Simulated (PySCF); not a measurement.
# C₄H₉NOSi: electronic excitations

What electronic excitations should C₄H₉NOSi (`C=NC(=C)O[SiH2]C`) show?

The runs use PySCF 2.14.0, with density-fitted response routines of our own; the level of theory stands in each step. All values are computed, except where a source is named. Atoms count from 0, in the outputs and in this text.

## Step 1: The starting structure

16 atoms, charge 0, multiplicity 1; geometry from: GFN2-xTB.

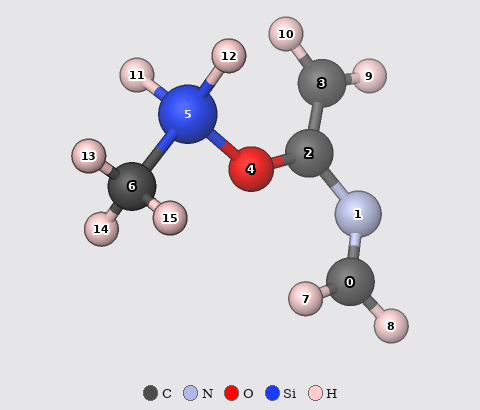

As it starts; carbon dark grey, nitrogen light blue, oxygen red, silicon blue, hydrogen pink, atoms numbered.

## Step 2: Excited states and response: PBE0/def2-SVPD

Job settings and geometry (Å):

```
{"job": {"kind": "uv", "xc": "PBE0", "basis": "def2-SVPD", "nstates": 8, "ntriplets": 3}, "charge": 0, "multiplicity": 1}
C     -2.087798     1.787251     0.126062
N     -2.355356     0.554941     0.085842
C     -1.367136    -0.410492     0.099493
C     -1.735499    -1.691792     0.070928
O     -0.084217     0.016260     0.142443
Si     1.336181    -0.762043     0.315801
C      2.595605     0.645964     0.307815
H     -1.081726     2.206474     0.173086
H     -2.917116     2.478878     0.115679
H     -2.777857    -1.941527     0.035850
H     -1.010504    -2.483242     0.084079
H      1.548648    -1.687700    -0.801186
H      1.339670    -1.502382     1.581257
H      3.593764     0.248787     0.456799
H      2.591950     1.183523    -0.635919
H      2.403792     1.366043     1.098043
```

With the program's defaults for keys left out, this is: TDDFT PBE0/def2-SVPD, vertical, gas phase, core orbitals frozen in the response.

On the command line:

```console
OMP_NUM_THREADS=1 python probes_run.py task.json out
```

This one command runs all jobs of the session in turn.

Predict these results of the whole session: lowest singlet (PBE0/def2-SVPD); brightest single state of those computed; lowest triplet; surface potential, least and greatest.

**Answer**, as computed:

```
                                quantity                        value
         lowest singlet (PBE0/def2-SVPD)  4.51 eV (275 nm), f = 0.000
brightest single state of those computed  state 2, 5.29 eV, f = 0.298
                          lowest triplet                      3.10 eV
   surface potential, least and greatest           -1.52 V and 0.93 V
```

**Reading.** The first singlet state (HOMO−1→LUMO 0.99) lies at 4.51 eV and is dark; of the 8 states computed, the strongest absorption comes from state 2 at 5.29 eV. The lowest triplet lies 1.41 eV below the lowest singlet (triplets in Tamm-Dancoff, singlets in full TDDFT). By nearest atom (PBE0/def2-SVPD), the HOMO sits on C3 37 %; C2 20 % and the LUMO on C0 28 %; N1 19 %.
